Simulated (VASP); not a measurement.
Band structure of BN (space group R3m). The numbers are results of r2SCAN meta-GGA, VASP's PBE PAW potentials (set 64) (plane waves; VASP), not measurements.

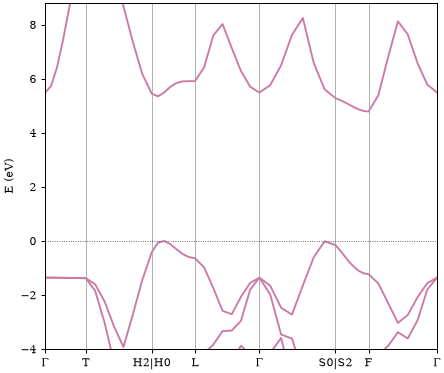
Figure. Bands along high-symmetry lines, zero at the valence-band maximum or, without a gap, the Fermi level

Q: Read the plot: is there a gap, and where are the band edges?

A: The gap is indirect, 4.78 eV, from the valence maximum at (-0.14, 0.50, 0.14) to the conduction minimum at F.

The structure comes from a computed database's BN entry (R3m); how it stands against other phases isn't given here. The cell was not relaxed at this level.
